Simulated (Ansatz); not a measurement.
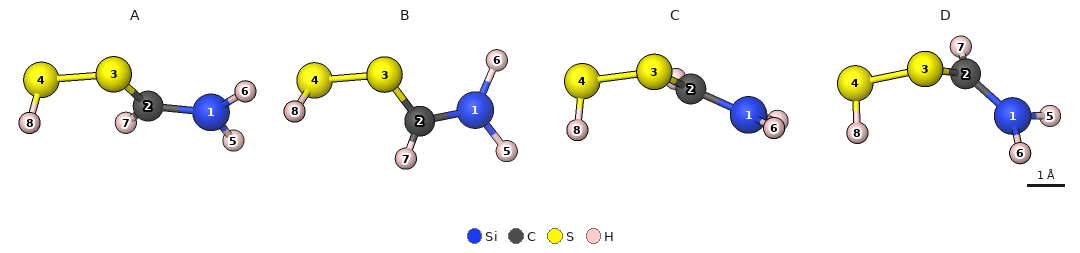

4 geometries from a converged minimum-energy path of CH4S2Si, shuffled. Style: ball-and-stick. Shown from a free direction.

These are results of RHF/cc-pVDZ in Ansatz, not measurements. Set-up: 7 movable images; climbing image; force threshold 0.03 eV/Å; iteration limit 60; starting path by image-dependent pair potential.

**Which frame is the top of the path?**

A. In order along the path, whose images run from 0 to 8: B (image 1, +0.016 eV), A (image 4, +0.150 eV), C (image 6, +0.062 eV), D (image 8, −0.002 eV). The motion is a rotation about the C2–S3 bond by about 135°. No bond forms or breaks between the ends. Among the angles between lasting bonds that change up to the highest image: Si1–C2–S3 121.6° → 127.3°, Si1–C2–H7 121.7° → 118.3°.

The run took about 2.3 core-minutes on a shared host.
